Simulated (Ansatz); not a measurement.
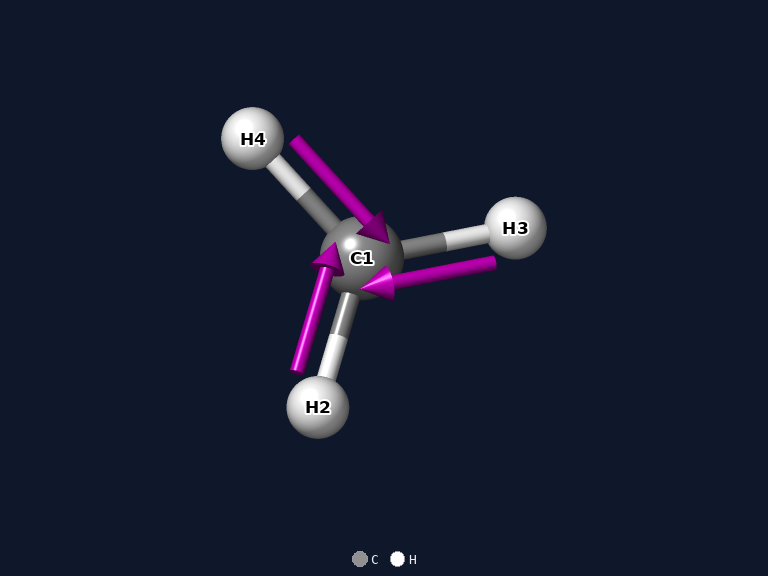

The arrows show one normal mode. The species is neutral and a spin doublet. Harmonic vibrations computed with UKS PBE0-D4/def2-TZVP (Ansatz 0.2.0) at a stationary point of the same level.

What kind of motion is it?

Answer. Mostly in-phase stretching of 3 C–H bonds.

At what wavenumber does it lie?

Answer. 3128 cm⁻¹; it is mode 4 of 6 counted from the lowest.
